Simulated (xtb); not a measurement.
Geometry relaxation, with input and output: HfCl4 (part 3 of 3)

The same run, continued: HfCl4; GFN2-xTB (xtb 6.7.1 later snapshot).  The settings are looser than a standard set-up, so the numbers are not reference values.

Geometry of the input (Å):
```
Cl -0.0573  -0.1889  2.2822
Hf 0.0398  0.0430  0.0303
Cl 1.5178  -1.4795  -0.8928
Cl -2.0367  -0.3698  -0.8696
Cl 0.6459  2.0502  -0.5658
```

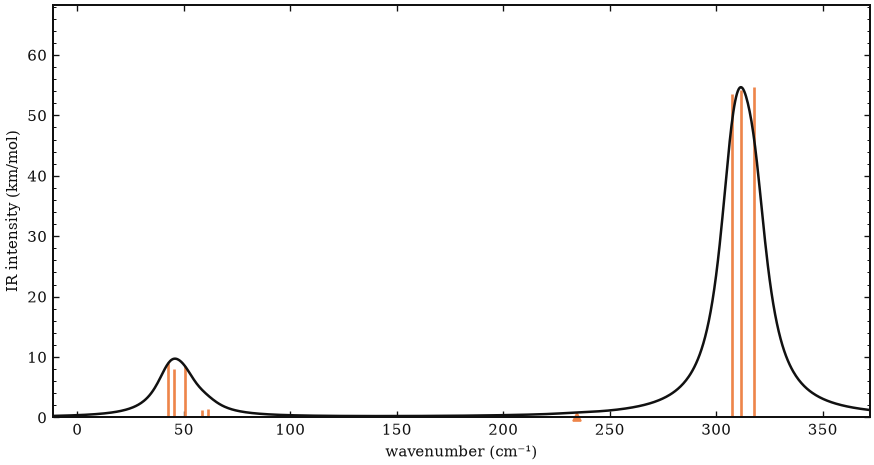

Figure 1. Harmonic infrared spectrum, unscaled: sticks (degenerate modes added up, dark ones marked on the axis) with a Lorentzian envelope of 16 cm⁻¹ full width, scaled to the tallest stick. 9 modes from 43 to 318 cm⁻¹, none imaginary. The strongest line is at 318 cm⁻¹ (55 km/mol). All modes, in cm⁻¹ (km/mol): 43 (9.1), 46 (8.0), 50 (8.5), 59 (1.2), 61 (1.4), 235 (0.2), 307 (54), 312 (54), 318 (55).
